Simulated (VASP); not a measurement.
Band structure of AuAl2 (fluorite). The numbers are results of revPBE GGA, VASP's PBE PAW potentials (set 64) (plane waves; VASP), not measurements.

Unless said otherwise, spin-orbit coupling is left out, though it shifts the bands of the heavy elements here.

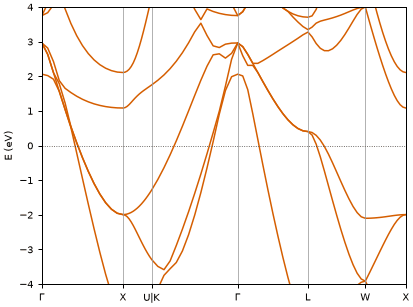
*Bands along high-symmetry lines, zero at the valence-band maximum or, without a gap, the Fermi level*

Read the plot: is there a gap, and where are the band edges?

It has no gap at this level: it comes out as a metal or semimetal. (Edges off the drawn lines would not show.)

The compound is AuAl2 in the fluorite structure. It was relaxed first. The electron count is odd and the run is not spin-polarised, which forces a metal.
